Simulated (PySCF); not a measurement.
**C₄H₆BNO₃: density, localisation and related maps**

Input file:

```
{"job": {"kind": "uv", "xc": "wB97X-D", "basis": "def2-SVPD", "nstates": 8, "ntriplets": 3}, "charge": 0, "multiplicity": 1}
N     -1.381149     1.809843     1.985048
C     -0.959817     1.496204     0.970636
C     -0.406745     1.080165    -0.311136
C     -1.045755    -0.248270    -0.747854
C     -0.565208    -1.348209     0.199351
O      0.844284    -1.386326     0.287113
B      1.566999    -0.254868     0.093116
O      2.910883    -0.329063     0.173632
O      0.999609     0.969130    -0.216627
H     -0.615095     1.874872    -1.043577
H     -0.712410    -0.472555    -1.763075
H     -2.132730    -0.174984    -0.728387
H     -0.884914    -2.333381    -0.154666
H     -0.976304    -1.181553     1.204192
H      3.353937     0.506985     0.030322
```

Command:

```sh
OMP_NUM_THREADS=1 python probes_run.py task.json out
```

Geometry: GFN2-xTB.

These are results of wB97X-D/def2-SVPD, SCF density, gas phase in PySCF, not measurements.

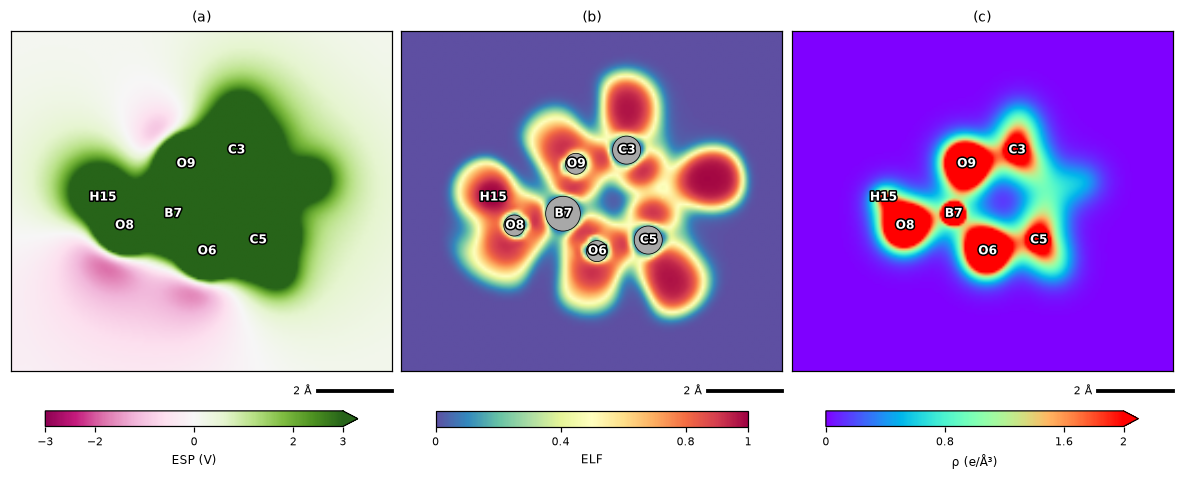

Figure 1. (a) molecular electrostatic potential; (b) ELF; (c) total electron density on the plane of atoms O6, B7 and O9. Grey discs cover the atomic cores in the ELF map.

### Interpret the plot.

Atoms in the plane: C, O, B and H. B–O (1.35 Å): the density is about 2.2 e/Å³ at the midpoint; the ELF peaks at about 0.90 between the atoms, as expected for a short, strongly polar bond. C–O (1.41 Å): ρ is about 2 e/Å³ halfway, with its minimum of 1.7 e/Å³ about 0.5 Å from C; the ELF peaks at about 0.90 between the atoms, as expected for a shared but strongly polarised pair. O–H (0.96 Å): the density is about 3.8 e/Å³ at the midpoint; the ELF climbs to about 1 towards the hydrogen, as it does in any bond to H; a covalent bond by its length. The ELF also peaks beside O6, O8 and O9, away from the bonds: lone-pair regions. Outside the dense part of the molecule the potential is most negative (−1.8 V) near O8.

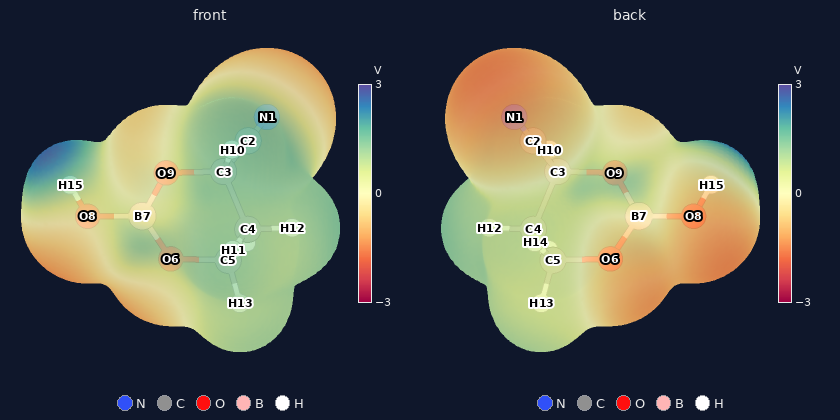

Figure 2. The electrostatic potential painted on the density surface at 0.002 e/bohr³, seen from the front and from behind; the colour scale runs from red (negative) to blue (positive).

### Which sites attract a positive test charge, and which a negative one?

A positive charge is drawn to the negative regions and a negative charge to the positive ones. The most negative region (about −1.6 V, or −37 kcal/mol for a unit charge) lies over N1, the most positive (about +2.6 V, or +60 kcal/mol for a unit charge) over H15. N1 is the likeliest acceptor of a hydrogen bond.
